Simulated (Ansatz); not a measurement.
# NiPtCl6: relaxing a made-up structure, part 2 of 2

This structure for NiPtCl6 is made up. Its elements were placed in a known structure type with a cell scaled to their sizes. What cell does the guess relax to, and how far off was it?

Ansatz 0.2.0; DFT, PBE, plane-wave PAW, files of the set soft_1, scalar-relativistic, ferromagnetic start, cell and ions relaxed at zero pressure; PAW set soft_1 (the session's first sound run).

So far: Starting point; Relaxation of the guess.

### Step 2. Relaxation of the guess (continued)

The shortest distance of each pair, which need not be the same contact before and after:

```tsv
pair	guess (Å)	relaxed (Å)
Cl–Pt	2.467	2.372
Cl–Ni	2.518	2.403
Cl–Cl	3.459	3.339
Ni–Pt	4.690	4.410
```

The relaxation ends with a largest force component of 0.0055 eV/Å and a pressure of -0.02 GPa.

### Step 3. Electronic structure of the relaxed cell

With the geometry fixed, one more self-consistent run, with a narrower smearing and the mesh shown in its input, gives the bands, and its pressure, and its forces where symmetry allows any, show how far the geometry depends on these settings.

This step: DFT, PBE, plane-wave PAW, files of the set soft_1, scalar-relativistic, ferromagnetic start, bands and density of states at the relaxed cell; PAW set soft_1 (Ansatz 0.2.0).

input.yaml

```yaml
crystal:
  lattice:
    - [3.0183551648, 1.7426481668, 5.4031298073]
    - [-3.0183551648, 1.7426481668, 5.4031298073]
    - [0.0, -3.485296334, 5.4031298071]
  atoms:
    - { symbol: Pt, position: [0.0, 0.0, 0.0] }
    - { symbol: Ni, position: [0.5, 0.5, 0.5], spin: 1.4 }
    - { symbol: Cl, position: [0.3995169767, 0.0961642945, 0.7554910191] }
    - { symbol: Cl, position: [0.0961642945, 0.7554910191, 0.3995169767] }
    - { symbol: Cl, position: [0.7554910191, 0.3995169767, 0.0961642945] }
    - { symbol: Cl, position: [0.6004830233, 0.9038357055, 0.2445089809] }
    - { symbol: Cl, position: [0.9038357055, 0.2445089809, 0.6004830233] }
    - { symbol: Cl, position: [0.2445089809, 0.6004830233, 0.9038357055] }
magnetization:
  spin_polarized: true
kpoints:
  mp_grid: { grid: [6, 6, 6] }
  band_path:
    path:
      - [[0.0, 0.0, 0.0], [0.5, 0.0, 0.0], [0.5, 0.23601521, -0.23601521]]
      - [[0.76398479, 0.5, 0.23601521], [0.5, 0.5, 0.5], [0.0, 0.0, 0.0], [0.36800761, 0.0, -0.36800761]]
      - [[0.63199239, 0.36800761, 0.0], [0.5, 0.5, 0.0], [0.63199239, 0.63199239, 0.23601521], [0.5, 0.5, 0.5]]
      - [[0.5, 0.0, 0.0], [0.76398479, 0.36800761, 0.36800761]]
    npoints: 8
scf:
  occupations: { method: fermi_dirac, width: 0.03 }
  n_extra_bands: 13
hamiltonian:
  xc: pbe
  pseudopotentials: { kind: paw, azcp: { folder: soft_1 } }
output:
  forces: true
  stress: true
  write_bands: true
  dos: { projected: true }
  write_density: true
  write_potential: true
  elf: true
  volumetric_format: npy
```

On the command line:

```sh
ansatz run input.yaml --threads 4 --pin off --max-ram 10240MiB --backend cpu --events-out ev --progress --plain --runs-dir out
```

Numbers of over 12 decimals in the logs are rounded to 6 here.

The program printed:

```text
[...]
Crystal: 8 atoms, lattice volume = 170.521 Å³
Basis set: ecut = 420 eV, 3319 PW (Γ), exchange–correlation on 90×90×90 points (8 copies of the dense FFT grid, shifted against one another)
Bands: 52, of which v1, the nominal top of the filled ones, is band 39 counted from 1 (38 counted from 0)
Symmetry: 6 space group operations
[...]
k-points: 40 of 216
[...]
Starting moments: Σ|m| = 1.4 μB on 1 of 8 sites
[...]
SCF iter   1: F=—  HF=-24844.610567 eV  |F-HF|=—  |Δ(HF+E_count)|=         —  Δρ=1.05e-1 (↑4.43e-2 ↓1.05e-1)  dr2=4.53e1  dr2_m=1.87e0  M=0.735 μB ∫|m|=0.745 μB  β_m=0.30  ethr=3.10e-3  ⟨swp⟩=8.5  Hψ=19530  notcnv=0  defer=76
[...]
SCF iter  14: F=-24844.756788 eV  HF=-24844.756788 eV  |F-HF|=4.62e-8  |Δ(HF+E_count)|=   9.15e-9  Δρ=4.69e-6 (↑1.41e-6 ↓4.69e-6)  dr2=5.56e-8  dr2_m=4.36e-9  M=2.000 μB ∫|m|=2.099 μB  ethr=9.04e-11  ⟨swp⟩=18.8  Hψ=35422  notcnv=0
SCF 1 converged in 14 iterations: F = -24844.756788 eV  dr2 = 5.56e-8
[...]
NSCF: frozen V_eff on 76 k-points
SCF converged after 14 iterations
Magnetization: 2.0000 μB (40.0000 up, 38.0000 down)
Absolute magnetization: 2.1009 μB (∫|ρ↑−ρ↓|, with the PAW one-centre terms)
[...]
Per-site moments (μB) at R_I (Å): [(0.068618, 0.978307), (1.366062, 0.991406), (0.074581, 0.978307), (0.074581, 0.978307), (0.074581, 0.978307), (0.074581, 0.978307), (0.074581, 0.978307), (0.074581, 0.978307)]
Free energy (F): -24844.756788 eV
[...]
Internal energy: -24844.756777 eV  (E = F + TS)
E sigma→0 (E₀):  -24844.756783 eV
Entropy (-TS):   -0.000011 eV (-0.001 meV/atom)
Fermi energy:    5.351720 eV
[...]
--- Forces (eV/Å), atoms counted from 1 ---
  atom   1  Pt     0.00000000    -0.00000000     0.00000000
  atom   2  Ni    -0.00000000     0.00000000     0.00000000
  atom   3  Cl     0.00494159    -0.00019108    -0.00561469
  atom   4  Cl    -0.00263628    -0.00418400    -0.00561469
  atom   5  Cl    -0.00230531     0.00437508    -0.00561469
  atom   6  Cl    -0.00494159     0.00019108     0.00561469
  atom   7  Cl     0.00263628     0.00418400     0.00561469
  atom   8  Cl     0.00230531    -0.00437508     0.00561469
  max |Σ_I F_I| component: 2.60e-18 eV/Å
--- Stress (GPa, compression-positive) ---
       -0.031414       0.000011       0.000000
       -0.000011      -0.031414      -0.000000
       -0.000000      -0.000000       0.010573
  P = ⅓ Tr σ = -0.0174 GPa (-0.174 kbar)
--- Band table (eV; the first three rows and the last of 80) ---
  k-point 0 ↑: bands = [... 35 lower, 4.2243, 4.2243, 4.4301, 4.8089, 4.8089, 6.9438, 6.9438, 9.4710, ... 9 higher]
  k-point 1 ↑: bands = [... 35 lower, 4.1964, 4.3426, 4.5191, 4.7097, 4.8015, 6.7960, 6.8340, 9.7374, ... 9 higher]
  k-point 2 ↑: bands = [... 35 lower, 4.1712, 4.3473, 4.5673, 4.7208, 4.8008, 6.4557, 6.6323, 10.2097, ... 9 higher]
  k-point 39 ↓: bands = [... 35 lower, 4.5227, 4.6178, 4.6178, 6.1294, 6.1294, 6.3964, 6.3964, 11.0741, ... 9 higher]
```

Run time: 30 s. Hardware: 4 threads of Arm Neoverse V1, shared host; peak memory 0.92 GiB.

The column dr2 measures how far the density is from self-consistency, as an energy; F and HF (Harris–Foulkes) agree once it is small.

Numbers from this step:

```
free energy       : -24844.7568 eV
Fermi energy      : 5.352 eV
gap by band count : 0.4505 eV
site moments      : 0.06862, 1.366, 0.07458, 0.07458, 0.07458, 0.07458, 0.07458, 0.07458 μB
pressure          : -0.01742 GPa
```

bands.tsv at the labelled points (eV, zero at the valence-band top; the bands that come nearest the gap along the path):

```
point  band_37_up  band_38_up  band_39_up  band_34_dn  band_35_dn  band_36_dn  band_37_dn  band_38_dn
    Γ       -0.70       -0.32       -0.32       -0.78       -0.78       -0.64       -0.54        0.64
    L       -0.55       -0.33       -0.32       -0.82       -0.61       -0.32       -0.25        0.96
   B1       -0.50       -0.39       -0.18       -0.68       -0.61       -0.18       -0.14        0.73
    B       -0.50       -0.39       -0.18       -0.68       -0.61       -0.18       -0.14        0.73
    Z       -0.69       -0.47       -0.47       -0.61       -0.61       -0.51       -0.51        1.00
    Γ       -0.70       -0.32       -0.32       -0.78       -0.78       -0.64       -0.54        0.64
    X       -0.56       -0.37       -0.18       -0.94       -0.40       -0.34       -0.06        0.64
    Q       -0.56       -0.37       -0.18       -0.94       -0.40       -0.34       -0.06        0.64
    F       -0.63       -0.36       -0.10       -0.99       -0.44       -0.36        0.00        0.45
   P1       -0.57       -0.37       -0.17       -0.93       -0.38       -0.33       -0.11        0.56
    Z       -0.69       -0.47       -0.47       -0.61       -0.61       -0.51       -0.51        1.00
    L       -0.55       -0.33       -0.32       -0.82       -0.61       -0.32       -0.25        0.96
    P       -0.57       -0.37       -0.17       -0.93       -0.38       -0.33       -0.11        0.56
```

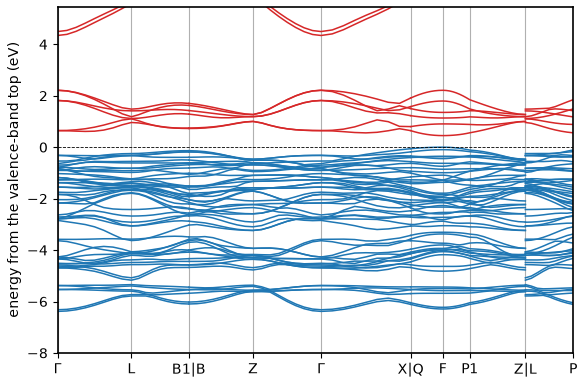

Bands along the path; filled bands blue, empty bands red. 28 bands lie wholly below the window drawn.

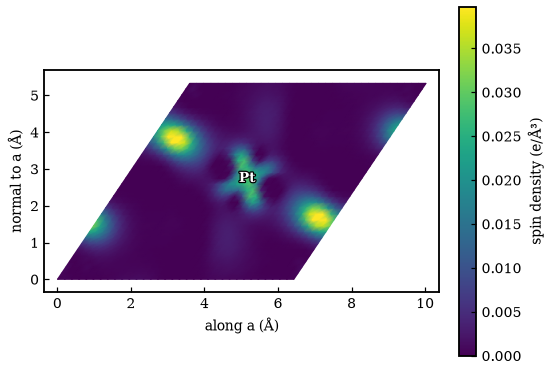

Spin density in the ac plane of the cell as run, not the conventional one, at fractional y = 0.000, with atoms of Pt within 0.2 Å of it. The map starts off the cell's origin, so that atoms lie inside it.

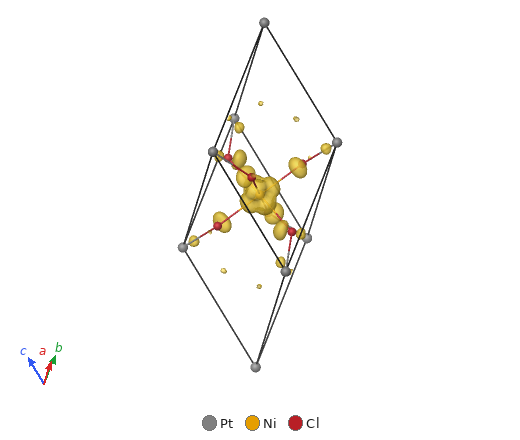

Surface of spin density = 0.044 e/Å³, which holds about 70 % of the integral of its size. Drawn on the cell as run, not the conventional one. Bonds to atoms that aren't drawn are left out.

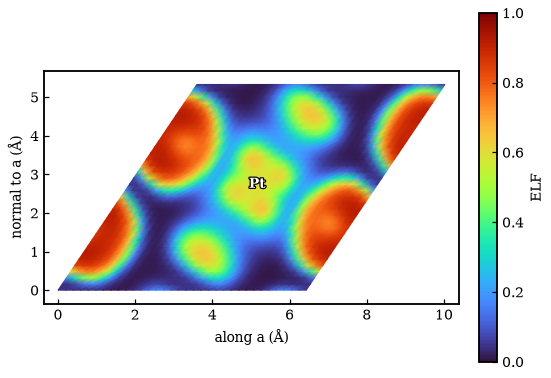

ELF in the ac plane of the cell as run, not the conventional one, at fractional y = 0.000, with atoms of Pt within 0.2 Å of it. It is the smooth field of the valence electrons, not physical close to the nuclei. The map starts off the cell's origin, so that atoms lie inside it.

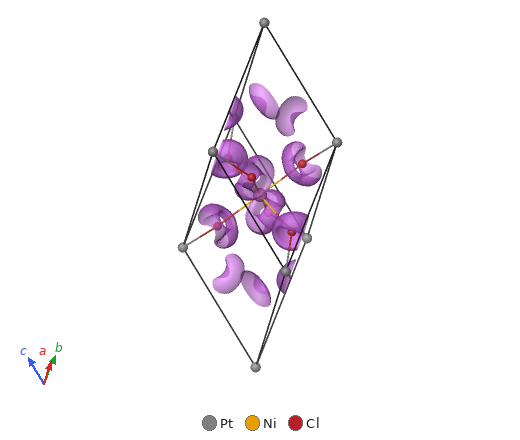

Surface of ELF = 0.85. Drawn on the cell as run, not the conventional one. Bonds to atoms that aren't drawn are left out.

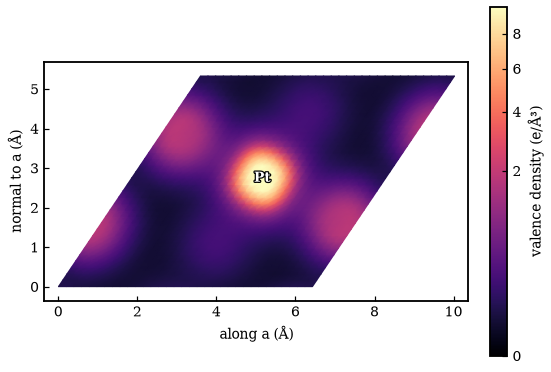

Valence density in the ac plane of the cell as run, not the conventional one, at fractional y = 0.000, with atoms of Pt within 0.2 Å of it. It is the smooth field of the valence electrons, not physical close to the nuclei. The map starts off the cell's origin, so that atoms lie inside it. The colour scale is stretched toward low values.

### Step 4. What came out

```yaml
space_group_relaxed: R-3
conventional_cell: a = 6.037, b = 6.037, c = 16.209 Å; α = 90.0°, β = 90.0°, γ = 120.0°
volume_per_atom: 21.32 Å³ (guess 25.61)
total_moment: 2.00 μB in the cell of 8 atoms
```

NiPtCl6 relaxes to R-3 with a = 6.037, b = 6.037 and c = 16.209 Å. The guessed volume was 20 % too large. The space group R-3 was held in the relaxation, so the end point is a stationary structure within it and may be a saddle against distortions or other arrangements. The input starts from parallel moments, and no other start was typed. It has a direct Kohn–Sham gap of 0.45 eV, which semilocal functionals understate. On the 6×6×6 mesh with the narrower smearing (relaxed on 5×5×5) the largest force component is 0.006 eV/Å and the largest stress component is 0.031 GPa, within the relaxation's thresholds of 0.015 eV/Å and 0.05 GPa. The cutoff wasn't tested. Spin-orbit coupling is left out, which can matter for elements this heavy. No dispersion term is used, so weakly bound directions may come out too long. Nothing here tests whether the compound is stable against decomposition.

[Logs are printed without paths, hosts, clocks, repeated set-up lines and the standing remarks that a program may print on its own settings, such as how far it seeks lower states.]

[Hosts, paths, dates, database ids (printed as entryN), source tags and the programs' standing remarks are cut or masked in the printed files.]
